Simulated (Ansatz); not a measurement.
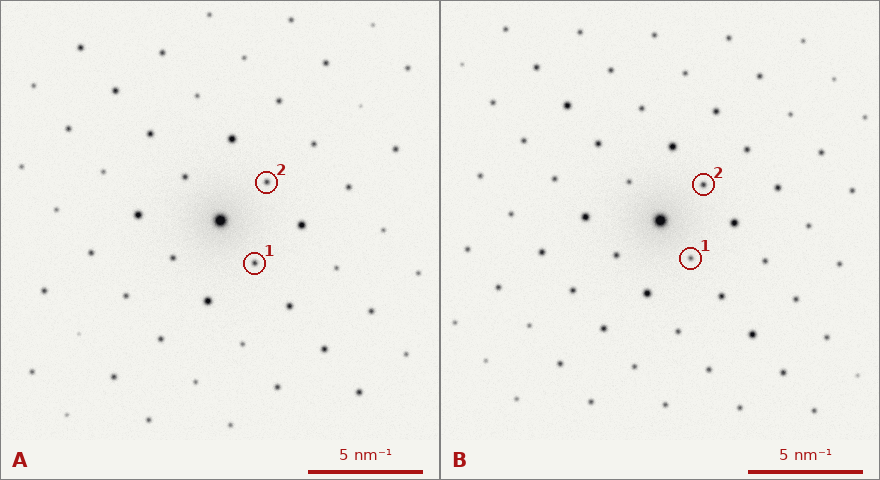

Kinematic electron diffraction patterns (200 kV, B = 0.5 Å², same scale) along [011] of the run's own cell, for the start and the end of one relaxation of Ga2S with Ansatz, DFT PBE, scalar-relativistic, plane waves, PAW. k mesh 8×8×6. The start is a generated model structure, and the relaxation ends in the nearest stationary point of its symmetry, not necessarily the ground state. Spot 1 is -1 0 0 and spot 2 is 0 -1 1 in both.

Start structure:

```yaml
crystal:
  lattice:
    - [4.61305, 0.00000, 0.00000]
    - [0.00000, 4.61305, 0.00000]
    - [0.00000, 0.00000, 8.39318]
  atoms:
    - { symbol: Ga, position: [0.70901, 0.29099, 0.38159] }
    - { symbol: Ga, position: [0.29099, 0.70901, 0.38159] }
    - { symbol: Ga, position: [0.29099, 0.29099, 0.61841] }
    - { symbol: Ga, position: [0.70901, 0.70901, 0.61841] }
    - { symbol: S, position: [0.00000, 0.00000, 0.22645] }
    - { symbol: S, position: [0.00000, 0.00000, 0.77355] }
```

Which pattern belongs to the start structure, and which to the relaxed one?

Answer. B is the start: its cell gives d(1) = 4.613 Å, d(2) = 4.043 Å and an angle of 90.0°. A is the relaxed structure, with d(1) = 4.087 Å (-11.4 %), d(2) = 3.748 Å (-7.3 %) and 90.0°.

Name reflections whose intensity changes strongly on relaxation.

Answer. 2 -1 1 goes from 14 to 5.1 % of the strongest spot; 1 0 0 goes from 8.1 to 19 % of the strongest spot; 3 0 0 goes from 79 to 37 % of the strongest spot.

What did the relaxation do to the structure and the energy?

Answer. The volume changed by -12.1 % to 26.18 Å³ an atom; with the mean shift removed, the atoms moved by up to 0.21 Å relative to the cell (S most); the space group stayed P-42m (No. 111); the free energy fell by 38 meV an atom. Relaxed cell: a = 4.087 Å, b = 4.087 Å, c = 9.404 Å, α = 90.00°, β = 90.00°, γ = 90.00°.
